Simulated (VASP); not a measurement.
Band structure of HgTe (relaxed from the CsCl type structure, space group Pm-3m). Level of theory: PBEsol GGA, VASP's PBE PAW potentials (set 64) (plane waves; VASP 6.6.1).

Unless said otherwise, spin-orbit coupling is left out, though it shifts the bands of the heavy elements here.

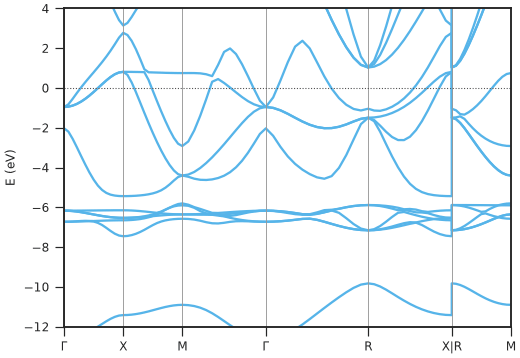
Figure. Bands along high-symmetry lines, zero at the valence-band maximum or, without a gap, the Fermi level

Task: Read the plot: is there a gap, and where are the band edges?

Result: It has no gap at this level: it comes out as a metal or semimetal. (Edges off the drawn lines would not show.)

The structure was generated: HgTe was put into the CsCl type type (Pm-3m), which need not be its known phase. It was relaxed first, which changed the volume by +19 %.
